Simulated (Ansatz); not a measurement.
Input

```
crystal:
  periodic: [false, false, false]
  atoms:
    - { symbol: C, position_ang: [-1.0414, 0.4156, 1.1301] }
    - { symbol: C, position_ang: [0.334, 0.3003, 0.6165] }
    - { symbol: C, position_ang: [0.398, -0.7633, -0.4485] }
    - { symbol: C, position_ang: [0.8228, -0.6004, -1.7295] }
    - { symbol: Br, position_ang: [1.151, 0.966, -2.6163] }
    - { symbol: H, position_ang: [-1.1336, 1.2403, 1.8999] }
    - { symbol: H, position_ang: [-1.7343, 0.7689, 0.3127] }
    - { symbol: H, position_ang: [-1.4303, -0.4594, 1.5336] }
    - { symbol: H, position_ang: [0.9901, 0.0385, 1.4973] }
    - { symbol: H, position_ang: [0.7019, 1.2724, 0.2811] }
    - { symbol: H, position_ang: [0.211, -1.7756, -0.0674] }
    - { symbol: H, position_ang: [0.8079, -1.4586, -2.3754] }
basis:
  gaussian: { orbitals: def2-SVP }
hamiltonian:
  xc: r2scan
relax:
  f_tol: 0.015
  max_steps: 40
output:
  orbitals: {}
```

Launched as:

```sh
ansatz run input.yaml --threads 2 --pin off --max-ram 3072MiB --backend cpu --events-out ev --progress --plain --runs-dir out
```

The fields are those of the relaxed geometry.

The calculation used RKS r2SCAN/def2-SVP (Ansatz 0.2.0).

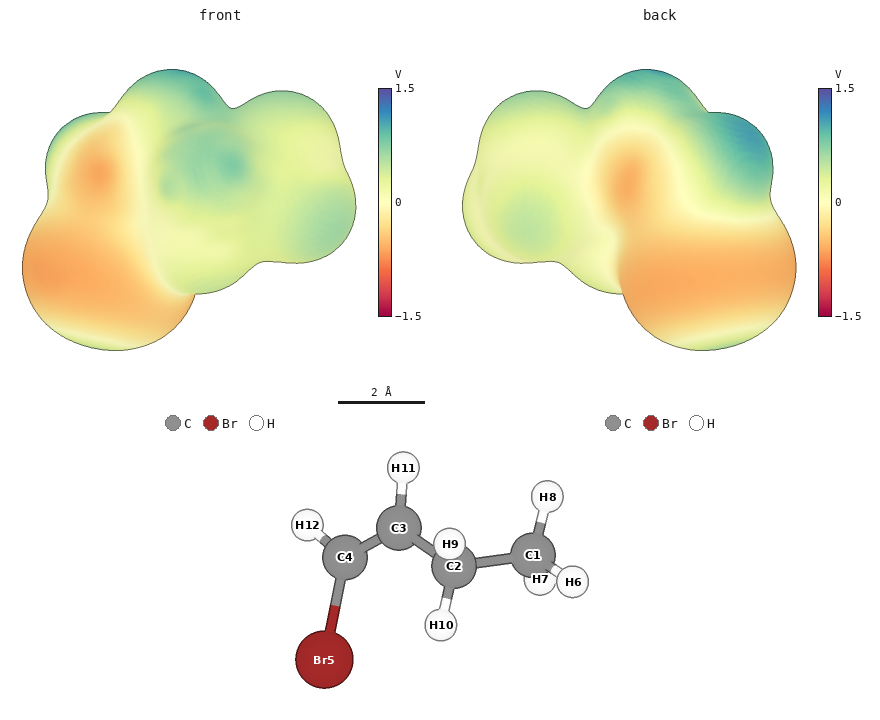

C4H7Br (SMILES CCC=CBr). The molecular electrostatic potential painted on the density surface at 0.002 e/bohr³, seen from the front and from behind; red is negative and blue positive. The bare structure is drawn below in the same view.

### Which sites attract a positive test charge, and which a negative one?

A positive charge is drawn to the negative regions and a negative charge to the positive ones. The most negative region (about −0.6 V) lies over C3, C4 and Br5, the most positive (about +1.0 V) over H11 and H12. Br5 shows a σ-hole: about +0.5 V at the tip opposite its bond, against about −0.5 V on its flanks.
